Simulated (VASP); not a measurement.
# CuRe: structure and properties in VASP, part 2 of 4

Aim: relax CuRe, then compute properties on the relaxed cell. The cell is invented: it takes the structure of a Materials Project entry for PtAu (space group 166 there), with all of its atoms replaced by other elements, volume scaled by an estimate. It may not be a known or stable phase.

VASP 6.6.1, plane waves and PAW; the level of theory is named at each step.

Still holding for the runs below: The k-mesh is coarse for a metal.

So far. Step 2 (Relaxing cell and atoms (AM05)): It ends with forces that vanish by symmetry and a pressure of -0.02 GPa. The relaxed cell has a = 2.631, c = 13.129 Å (conventional setting).

### 3. Second relaxation

Level of this step: AM05; plane waves and PAW (Re, Cu); invented cell (VASP).

A relaxation keeps the plane waves of the cell it began with, so it is repeated from the new cell, on a basis made for it.

Contents of INCAR:

```
SYSTEM = CuRe
PREC = Accurate
ENCUT = 400
EDIFF = 1E-06
NELM = 100
ISMEAR = 1
SIGMA = 0.2
LREAL = .FALSE.
ALGO = Normal
GGA = AM
LORBIT = 11
LWAVE = .FALSE.
LCHARG = .FALSE.
IBRION = 2
NSW = 60
ISIF = 3
EDIFFG = -0.01
```

Contents of POSCAR:

```
CuRe
1.0
    1.3155152957      0.7595134126      4.3761977691
   -1.3155152957      0.7595134126      4.3761977691
    0.0000000000     -1.5190268251      4.3761977691
Re Cu
1 1
Direct
    0.5000000000      0.5000000000      0.5000000000
    0.0000000000      0.0000000000      0.0000000000
```

Contents of KPOINTS:

```
Automatic mesh
0
Gamma
8 8 8
0 0 0
```

Potentials, in the order of the species: Re and Cu (PBE family, release 64).

Command:

```bash
> mpirun -np 1 vasp_std
```

What it wrote:

```text
[banner, memory and clock lines left out]
running    1 mpi-ranks, on    1 nodes
 distrk:  each k-point on    1 cores,    1 groups
 distr:  one band on    1 cores,    1 groups

 POSCAR found type information on POSCAR ReCu
 POSCAR found :  2 types and       2 ions
 [... a notice as in an earlier step ...]

 LDA part: xc-table for (Slater+PW92), standard interpolation
 POSCAR, INCAR and KPOINTS ok, starting setup
 FFT: planning ... GRIDC
 FFT: planning ... GRID_SOFT
 FFT: planning ... GRID
 WAVECAR not read
 entering main loop
       N       E                     dE             d eps       ncg     rms          rms(c)
DAV:   1     0.588509788177E+02    0.58851E+02   -0.78488E+03  2582   0.179E+03
DAV:   2    -0.166104043691E+02   -0.75461E+02   -0.68634E+02  2602   0.322E+02
DAV:   3    -0.190174307328E+02   -0.24070E+01   -0.23242E+01  2456   0.607E+01
DAV:   4    -0.190970070817E+02   -0.79576E-01   -0.77701E-01  2631   0.105E+01
DAV:   5    -0.190979131762E+02   -0.90609E-03   -0.90577E-03  2270   0.860E-01    0.319E+01
DAV:   6    -0.217905025093E+02   -0.26926E+01   -0.42879E+01  2533   0.297E+02    0.207E+01
DAV:   7    -0.166519175210E+02    0.51386E+01   -0.14432E+01  2525   0.134E+02    0.700E+00
DAV:   8    -0.167197540804E+02   -0.67837E-01   -0.16470E+00  3167   0.485E+01    0.296E+00
DAV:   9    -0.165868127044E+02    0.13294E+00   -0.63149E-01  2832   0.401E+01    0.843E-01
DAV:  10    -0.165788199646E+02    0.79927E-02   -0.52784E-02  2938   0.855E+00    0.221E-01
DAV:  11    -0.165786840496E+02    0.13592E-03   -0.24259E-03  2578   0.568E-01    0.578E-02
DAV:  12    -0.165786614360E+02    0.22614E-04   -0.28808E-04  2883   0.695E-01    0.430E-02
DAV:  13    -0.165786363848E+02    0.25051E-04   -0.58237E-05  2955   0.393E-01    0.859E-03
DAV:  14    -0.165786344587E+02    0.19261E-05   -0.40167E-06  1419   0.106E-01    0.506E-03
DAV:  15    -0.165786347236E+02   -0.26495E-06   -0.52377E-06  2002   0.413E-02
   1 F= -.16578635E+02 E0= -.16577543E+02  d E =-.165786E+02
 curvature:   0.00 expect dE= 0.000E+00 dE for cont linesearch  0.000E+00
 trial: gam= 0.00000 g(F)=  0.110E-59 g(S)=  0.440E-04 ort = 0.000E+00 (trialstep = 0.100E+01)
 search vector abs. value=  0.440E-04
 bond charge predicted
       N       E                     dE             d eps       ncg     rms          rms(c)
DAV:   1    -0.165792263895E+02   -0.59193E-03   -0.12618E-02  2116   0.520E+00    0.293E-01
DAV:   2    -0.165795435186E+02   -0.31713E-03   -0.82333E-03  2763   0.448E+00    0.240E-01
DAV:   3    -0.165786286287E+02    0.91489E-03   -0.31335E-03  2771   0.299E+00    0.551E-02
DAV:   4    -0.165786051051E+02    0.23524E-04   -0.82219E-05  2916   0.202E-01    0.210E-02
DAV:   5    -0.165785980904E+02    0.70147E-05   -0.68381E-06  1887   0.174E-01    0.426E-03
DAV:   6    -0.165785981625E+02   -0.72122E-07   -0.31546E-06  1383   0.364E-02
   2 F= -.16578598E+02 E0= -.16577516E+02  d E =0.365611E-04
 trial-energy change:    0.000037  1 .order    0.000031   -0.000044    0.000105
 step:   0.2505(harm=  0.2946)  dis= 0.00000  next Energy=   -16.578640 (dE=-0.542E-05)
 bond charge predicted
       N       E                     dE             d eps       ncg     rms          rms(c)
DAV:   1    -0.165789946755E+02   -0.39659E-03   -0.71309E-03  2116   0.390E+00    0.221E-01
DAV:   2    -0.165791620364E+02   -0.16736E-03   -0.45554E-03  2742   0.335E+00    0.181E-01
DAV:   3    -0.165786566598E+02    0.50538E-03   -0.17694E-03  2768   0.224E+00    0.436E-02
DAV:   4    -0.165786416798E+02    0.14980E-04   -0.48314E-05  2964   0.169E-01    0.151E-02
DAV:   5    -0.165786379942E+02    0.36856E-05   -0.25762E-06  1197   0.125E-01    0.392E-03
DAV:   6    -0.165786382135E+02   -0.21930E-06   -0.25014E-06  1346   0.249E-02
   3 F= -.16578638E+02 E0= -.16577549E+02  d E =-.348983E-05
 curvature:  -0.15 expect dE=-0.103E-05 dE for cont linesearch -0.895E-07
 trial: gam= 0.00000 g(F)=  0.601E-59 g(S)=  0.700E-05 ort =-0.518E-05 (trialstep = 0.850E+00)
 search vector abs. value=  0.700E-05
 reached required accuracy - stopping structural energy minimisation
```

It took 52 s on 1 MPI rank of AMD EPYC 9R14 (Zen 4), shared host; peak memory 0.15 GiB.

Parts of OUTCAR (step 3):

```text
  LATTYP: Found a trigonal (rhomboedric) cell.
 ALAT       =     4.6323372105
 COS(alpha) =     0.8387047000

The static configuration has the point symmetry D_3d.

 Found     65 irreducible k-points:

   dimension x,y,z NGX =    30 NGY =   30 NGZ =   30
   dimension x,y,z NGXF=    60 NGYF=   60 NGZF=   60

   ENCUT  =  400.0 eV  29.40 Ry    5.42 a.u.   7.55  7.55  7.55*2*pi/ulx,y,z

   NELECT =      18.0000    total number of electrons

 E-fermi :   8.0673

 k-point     1 :       0.0000    0.0000    0.0000
  band No.  band energies     occupation
    ...
      6       4.9318      2.00000
      7       4.9318      2.00000
      8       6.8173      2.00000
      9       6.8173      2.00000
     10       7.1617      2.00000
     11      10.3794     -0.00000
     12      10.3794     -0.00000
     13      14.8171      0.00000

 k-point     2 :       0.1250    0.0000    0.0000
  band No.  band energies     occupation
    ...
      6       4.8327      2.00000
      7       5.0114      2.00000
      8       6.0342      2.00000
      9       6.6173      2.00000
     10       7.4020      2.00003
     11      10.0999     -0.00000
     12      11.3673     -0.00000
     13      14.9575      0.00000

  Total        0.0032032      0.0032032      0.0164254     -0.0000000      0.0000000      0.0000000
  in kB        0.1956931      0.1956932      1.0034795     -0.0000000      0.0000000      0.0000000
  external PRESSURE =       0.4649553 kB  Pullay stress =       0.0000000 kB

  energy-cutoff  :      400.00
  volume of cell :       26.23
      direct lattice vectors                 reciprocal lattice vectors
     1.315275286  0.759374843  4.376163217     0.380148555  0.219478783  0.076170224
    -1.315275286  0.759374843  4.376163217    -0.380148555  0.219478783  0.076170224
     0.000000000 -1.518749686  4.376163217     0.000000000 -0.438957567  0.076170224

 POSITION                                       TOTAL-FORCE (eV/Angst)
 -----------------------------------------------------------------------------------
      0.00000      0.00000      6.56424         0.000000     -0.000000      0.000000
      0.00000     -0.00000      0.00000        -0.000000      0.000000     -0.000000
 -----------------------------------------------------------------------------------
    total drift:                                0.000000      0.000000      0.000000

  FREE ENERGIE OF THE ION-ELECTRON SYSTEM (eV)
  ---------------------------------------------------
  free  energy   TOTEN  =       -16.5786382135 eV

  energy  without entropy=      -16.5753702881  energy(sigma->0) =      -16.57754891

 total charge
# of ion       s       p       d       tot
------------------------------------------
    1        0.649   0.635   4.873   6.158
    2        0.457   0.482   9.120  10.059
--------------------------------------------------
tot          1.106   1.117  13.993  16.216

[... 3 parts as in an earlier step ...]

[... 7 further parts left out ...]
```

CONTCAR:

```
CuRe
   1.00000000000000
     1.3152752862048953    0.7593748428878336    4.3761632172788056
    -1.3152752862048953    0.7593748428878336    4.3761632172788056
     0.0000000000000000   -1.5187496856756861    4.3761632172788056
  Re              Cu
     1     1
Direct
     0.5000000000000000    0.5000000000000000    0.5000000000000000
     0.0000000000000000    0.0000000000000000    0.0000000000000000
```

Little changed from the start: no atom moved by 0.005 Å and no cell edge by 0.1 %.

Numbers from this step:

```
Fermi energy                    : 8.067 eV
pressure                        : 0.04650 GPa
SCF cycles over all ionic steps : 27
```

It ends with forces that vanish by symmetry and a pressure of 0.05 GPa. The volume moved by only 0.04 %, so the volume is settled.

### 4. Density, ELF and potential (AM05)

The relaxed cell gets a fresh self-consistent run, on a basis set for its own volume, to fix the density and to check the remaining stress.

Edit INCAR of step 3 so:

```diff
@@ -12,6 +12,5 @@
 LWAVE = .FALSE.
-LCHARG = .FALSE.
-IBRION = 2
-NSW = 60
-ISIF = 3
-EDIFFG = -0.01
+LCHARG = .TRUE.
+ISIF = 2
+LELF = .TRUE.
+LVHAR = .TRUE.
```

Contents of POSCAR:

```
CuRe
1.0
    1.3152752862      0.7593748429      4.3761632173
   -1.3152752862      0.7593748429      4.3761632173
    0.0000000000     -1.5187496857      4.3761632173
Re Cu
1 1
Direct
    0.5000000000      0.5000000000      0.5000000000
    0.0000000000      0.0000000000      0.0000000000
```

KPOINTS is that of step 3.

Command:

```bash
> mpirun -np 1 vasp_std
```

What it wrote:

```text
[... set-up lines as in an earlier step ...]
 entering main loop
       N       E                     dE             d eps       ncg     rms          rms(c)
DAV:   1     0.583192443562E+02    0.58319E+02   -0.79142E+03  2582   0.179E+03
DAV:   2    -0.167235374095E+02   -0.75043E+02   -0.68679E+02  2625   0.321E+02
DAV:   3    -0.190413657538E+02   -0.23178E+01   -0.22340E+01  2497   0.590E+01
DAV:   4    -0.190974566642E+02   -0.56091E-01   -0.55272E-01  2601   0.835E+00
DAV:   5    -0.190980888855E+02   -0.63222E-03   -0.63188E-03  2323   0.833E-01    0.319E+01
DAV:   6    -0.217869106230E+02   -0.26888E+01   -0.42873E+01  2530   0.297E+02    0.207E+01
DAV:   7    -0.166521142450E+02    0.51348E+01   -0.14450E+01  2515   0.134E+02    0.700E+00
DAV:   8    -0.167188904345E+02   -0.66776E-01   -0.16400E+00  3164   0.485E+01    0.295E+00
DAV:   9    -0.165868522195E+02    0.13204E+00   -0.63099E-01  2837   0.401E+01    0.845E-01
DAV:  10    -0.165788038415E+02    0.80484E-02   -0.52731E-02  2936   0.861E+00    0.222E-01
DAV:  11    -0.165786650672E+02    0.13877E-03   -0.24370E-03  2565   0.562E-01    0.574E-02
DAV:  12    -0.165786435124E+02    0.21555E-04   -0.26981E-04  2874   0.660E-01    0.436E-02
DAV:  13    -0.165786182721E+02    0.25240E-04   -0.56974E-05  2929   0.390E-01    0.896E-03
DAV:  14    -0.165786162656E+02    0.20065E-05   -0.52639E-06  1663   0.111E-01    0.459E-03
DAV:  15    -0.165786164496E+02   -0.18401E-06   -0.44415E-06  1824   0.387E-02
   1 F= -.16578616E+02 E0= -.16577527E+02  d E =-.326796E-02
```

It took 31 s on 1 MPI rank; peak memory 0.15 GiB.

Parts of OUTCAR (step 4):

```text
  LATTYP: Found a trigonal (rhomboedric) cell.
 ALAT       =     4.6322136970
 COS(alpha) =     0.8387549512

The static configuration has the point symmetry D_3d.

 Found     65 irreducible k-points:

   NELECT =      18.0000    total number of electrons

 E-fermi :   8.0674

 k-point     1 :       0.0000    0.0000    0.0000
  band No.  band energies     occupation
    ...
      6       4.9318      2.00000
      7       4.9318      2.00000
      8       6.8176      2.00000
      9       6.8176      2.00000
     10       7.1617      2.00000
     11      10.3796     -0.00000
     12      10.3796     -0.00000
     13      14.8171      0.00000

 k-point     2 :       0.1250    0.0000    0.0000
  band No.  band energies     occupation
    ...
      6       4.8327      2.00000
      7       5.0115      2.00000
      8       6.0344      2.00000
      9       6.6174      2.00000
     10       7.4023      2.00003
     11      10.1001     -0.00000
     12      11.3675     -0.00000
     13      14.9576      0.00000

  Total       -0.0057529     -0.0057529      0.0083403      0.0000000      0.0000000      0.0000000
  in kB       -0.3514627     -0.3514630      0.5095354      0.0000000      0.0000000      0.0000000
  external PRESSURE =      -0.0644635 kB  Pullay stress =       0.0000000 kB

 POSITION                                       TOTAL-FORCE (eV/Angst)
 -----------------------------------------------------------------------------------
      0.00000      0.00000      6.56424        -0.000000      0.000000      0.000000
      0.00000      0.00000      0.00000         0.000000     -0.000000     -0.000000
 -----------------------------------------------------------------------------------
    total drift:                                0.000000      0.000000      0.000000

  FREE ENERGIE OF THE ION-ELECTRON SYSTEM (eV)
  ---------------------------------------------------
  free  energy   TOTEN  =       -16.5786164496 eV

  energy  without entropy=      -16.5753484932  energy(sigma->0) =      -16.57752713

 total charge
# of ion       s       p       d       tot
------------------------------------------
    1        0.649   0.635   4.873   6.157
    2        0.457   0.482   9.120  10.059
--------------------------------------------------
tot          1.106   1.117  13.993  16.216

[... 6 parts as in an earlier step ...]

[... 6 further parts left out ...]
```

This step gave:

```
SCF cycles : 15
pressure   : -0.006446 GPa
```

Valence electrons inside each PAW sphere by angular momentum. Sphere charges, by row:

| atom | s (e) | p (e) | d (e) | tot (e) |
| --- | --- | --- | --- | --- |
| Re1 | 0.649 | 0.635 | 4.873 | 6.157 |
| Cu2 | 0.457 | 0.482 | 9.12 | 10.06 |

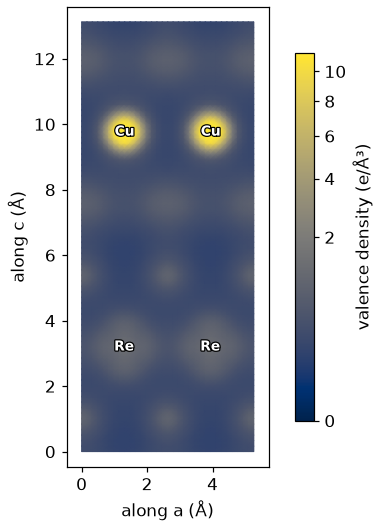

Valence density in the ac plane of the conventional cell at fractional y = 0.000, with atoms of Re and Cu within 0.2 Å of it. It is the smooth field of the valence electrons, not physical close to the nuclei. The map starts off the cell's origin, so that atoms lie inside it. The colour scale is stretched toward low values.

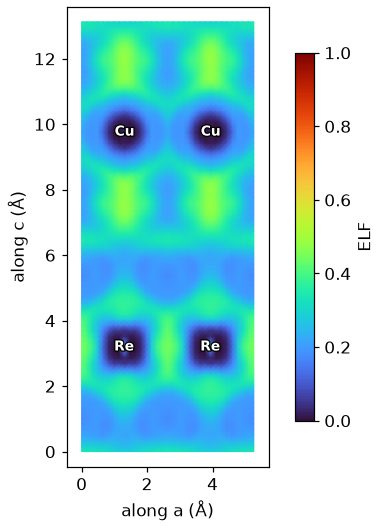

ELF in the ac plane of the conventional cell at fractional y = 0.000, with atoms of Re and Cu within 0.2 Å of it. It is the smooth field of the valence electrons, not physical close to the nuclei. The map starts off the cell's origin, so that atoms lie inside it.

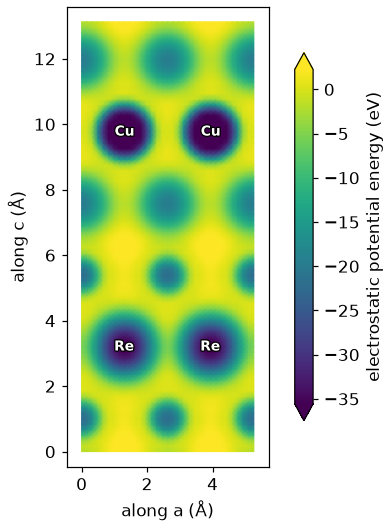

Electrostatic potential energy in the ac plane of the conventional cell at fractional y = 0.000, with atoms of Re and Cu within 0.2 Å of it. With pseudopotentials it is smooth inside the atoms' cores, unlike the true potential. The map starts off the cell's origin, so that atoms lie inside it.

In this run the pressure is -0.01 GPa, small enough to go on.

### 5. Band structure (AM05)

The mesh alone shows little of the dispersion and can miss band extrema, so KPOINTS_OPT adds a path through the symmetry points after the self-consistent cycle.

Edit INCAR of step 4 so:

```diff
@@ -12,5 +12,2 @@
 LWAVE = .FALSE.
-LCHARG = .TRUE.
-ISIF = 2
-LELF = .TRUE.
-LVHAR = .TRUE.
+LCHARG = .FALSE.
```

POSCAR is that of step 4.

KPOINTS is that of step 4.

Contents of KPOINTS_OPT:

```
Line mode
16
Line-mode
Reciprocal
  0.00000000   0.00000000   0.00000000 GAMMA
  0.50000000   0.00000000   0.00000000 L

  0.50000000   0.00000000   0.00000000 L
  0.50000000   0.18674067  -0.18674067 B1

  0.81325933   0.50000000   0.18674067 B
  0.50000000   0.50000000   0.50000000 Z

  0.50000000   0.50000000   0.50000000 Z
  0.00000000   0.00000000   0.00000000 GAMMA

  0.00000000   0.00000000   0.00000000 GAMMA
  0.34337034   0.00000000  -0.34337034 X

  0.65662966   0.34337034   0.00000000 Q
  0.50000000   0.50000000   0.00000000 F

  0.50000000   0.50000000   0.00000000 F
  0.65662966   0.65662966   0.18674067 P1

  0.65662966   0.65662966   0.18674067 P1
  0.50000000   0.50000000   0.50000000 Z

  0.50000000   0.00000000   0.00000000 L
  0.81325933   0.34337034   0.34337034 P
```

Command:

```bash
> mpirun -np 1 vasp_std
```

What it wrote:

```text
[... set-up lines as in an earlier step ...]
 entering main loop
       N       E                     dE             d eps       ncg     rms          rms(c)
[... 15 cycles as in an earlier step ...]
   1 F= -.16578616E+02 E0= -.16577527E+02  d E =-.326796E-02
 Start KPOINTS_OPT (optional k-point list driver)
k-point batch [1-65\144]
       N       E                     dE             ncg
DAV:   1     0.999375985667E+04   -0.18204E+05     2585
DAV:   2     0.524677608077E+04   -0.47470E+04     2615
DAV:   3     0.510898343266E+04   -0.13779E+03     2285
DAV:   4     0.510281995187E+04   -0.61635E+01     2667
DAV:   5     0.510271527825E+04   -0.10467E+00     2145
DAV:   6     0.510271038795E+04   -0.48903E-02     2799
DAV:   7     0.510271032242E+04   -0.65535E-04     1567
DAV:   8     0.510271031787E+04   -0.45506E-05     1545
DAV:   9     0.510271031752E+04   -0.34305E-06     1225
[...]
k-point batch [131-144\144]
       N       E                     dE             ncg
DAV:   1     0.362921156260E+05   -0.82244E+04      556
DAV:   2     0.352964977075E+05   -0.99562E+03      571
DAV:   3     0.352671231221E+05   -0.29375E+02      526
DAV:   4     0.352651082389E+05   -0.20149E+01      541
DAV:   5     0.352650459931E+05   -0.62246E-01      549
DAV:   6     0.352650425478E+05   -0.34453E-02      529
DAV:   7     0.352650423911E+05   -0.15671E-03      386
DAV:   8     0.352650423822E+05   -0.88871E-05      342
DAV:   9     0.352650423817E+05   -0.47102E-06      282
```

It took 58 s on 1 MPI rank; peak memory 0.15 GiB.

OUTCAR, selected parts (step 5):

```text
   NELECT =      18.0000    total number of electrons

 E-fermi :   8.0674

[... 20 parts as in an earlier step ...]

[... 2 further parts left out ...]
```

Spin-orbit coupling is off here; with elements this heavy it splits and shifts levels by tenths of an eV or more.

The electronic bands at the labelled points (eV, zero at the Fermi level; # counts the bands kept):

| point | #6 | #7 | #8 | #9 | #10 | #11 |
| --- | --- | --- | --- | --- | --- | --- |
| Γ | -3.14 | -3.14 | -1.25 | -1.25 | -0.91 | 2.31 |
| L | -3.04 | -2.53 | -2.17 | 0.47 | 1.14 | 4.96 |
| B1 | -2.54 | -1.98 | -1.48 | -1.45 | 0.65 | 3.93 |
| jump to B | -2.54 | -1.98 | -1.48 | -1.45 | 0.65 | 3.93 |
| Z | -3.30 | -2.81 | -2.81 | -1.61 | -1.61 | 2.02 |
| Γ | -3.14 | -3.14 | -1.25 | -1.25 | -0.91 | 2.31 |
| X | -2.60 | -1.88 | -1.56 | -1.43 | 0.49 | 4.14 |
| jump to Q | -2.60 | -1.88 | -1.56 | -1.43 | 0.49 | 4.14 |
| F | -2.18 | -1.53 | -0.77 | 1.02 | 1.32 | 2.18 |
| P1 | -2.27 | -2.19 | -0.83 | 1.10 | 1.30 | 2.13 |
| Z | -3.30 | -2.81 | -2.81 | -1.61 | -1.61 | 2.02 |
| jump to L | -3.04 | -2.53 | -2.17 | 0.47 | 1.14 | 4.96 |
| P | -2.27 | -2.19 | -0.83 | 1.10 | 1.30 | 2.13 |

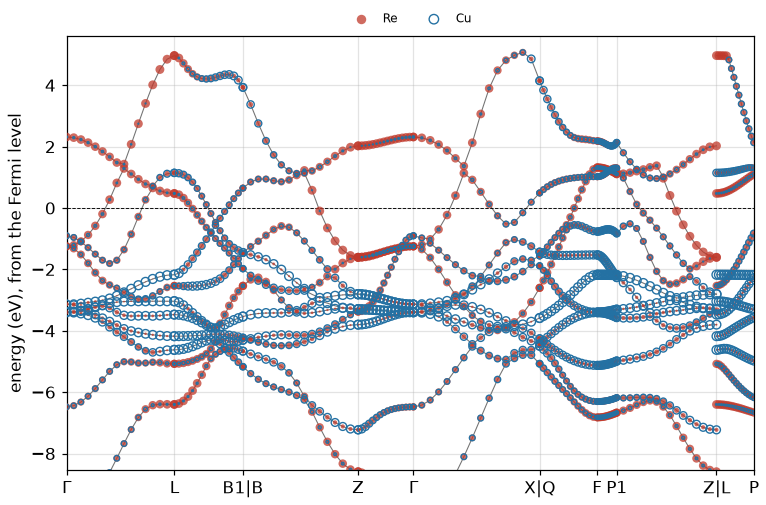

Electronic bands along the path; dots are coloured as in the legend, and their area grows with the weight.

There is no gap at this level.

(Part 2 of 4 ends here.)

[Lines on the potential files, build, host, timing and source positions are cut from VASP's logs without a mark.]

[Logs are printed without paths, hosts, clocks, repeated set-up lines and the standing remarks that a program may print on its own settings, such as how far it seeks lower states.]

[Hosts, paths, dates, database ids (printed as entryN), source tags and the programs' standing remarks are cut or masked in the printed files.]

[A measured line is paired with the nearest computed mode of its activity, which favours agreement.]

[In band tables of VASP the shares of atoms and orbitals are scaled to a sum of 1 inside the atoms' spheres.]
